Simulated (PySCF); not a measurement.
System: C4H10AlO (SMILES C[O][AlH2-][CH]1CC1) (charge −1).

| atom | x (Å) | y (Å) | z (Å) |
| --- | --- | --- | --- |
| C | -3.1843 | 0.4848 | -0.2195 |
| O | -1.9270 | -0.0514 | -0.1798 |
| Al | -0.3937 | -0.7622 | -0.1493 |
| C | 1.1598 | 0.5583 | 0.0214 |
| C | 2.4119 | -0.2818 | -0.0195 |
| C | 1.9873 | 0.3409 | 1.2631 |
| H | -3.8741 | -0.0638 | 0.4409 |
| H | -3.6029 | 0.4483 | -1.2375 |
| H | -3.1839 | 1.5382 | 0.1012 |
| H | -0.1795 | -1.5880 | -1.5142 |
| H | -0.3041 | -1.7387 | 1.1285 |
| H | 1.3210 | 1.5556 | -0.4071 |
| H | 3.3145 | 0.0838 | -0.5029 |
| H | 2.2746 | -1.3526 | -0.1204 |
| H | 1.5844 | -0.3147 | 2.0258 |
| H | 2.5885 | 1.1524 | 1.6667 |

Geometry: GFN2-xTB.

Method: PySCF, PBE0/pcSseg-1, SCF density, gas phase, non-relativistic.

Question: Predict the electron density and electron localisation function between the atoms.

Answer: C–O (1.37 Å): the density is about 2.2 e/Å³ at the midpoint, with its minimum of 1.9 e/Å³ about 0.5 Å from C; the ELF peaks at about 0.85 between the atoms (a polar covalent bond).
C–C (1.51 Å): the density is about 1.6 e/Å³ at the midpoint; the ELF peaks at about 0.85 between the atoms (localised, covalent bonding).
Al–O (1.69 Å): ρ at the midpoint is about 0.75 e/Å³; the ELF peaks at about 0.85 in the valence shell of O, 0.6 Å from its nucleus, and is about 0.30 at the midpoint.
C–Al (2.05 Å): ρ at the midpoint is about 0.6 e/Å³; the ELF peaks at about 0.95 between the atoms: a polar covalent bond.

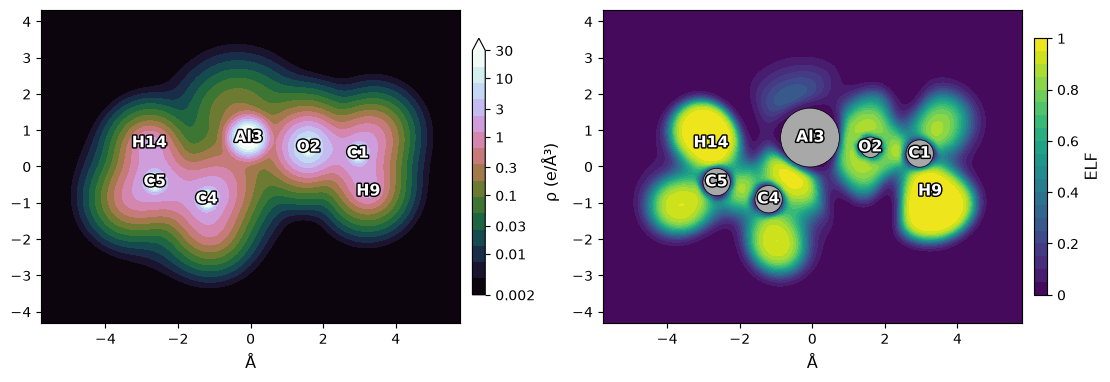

Computed electron density and electron localisation function on the plane of atoms Al3, C4 and C5, in this order. Grey discs cover the atomic cores in the ELF map. 
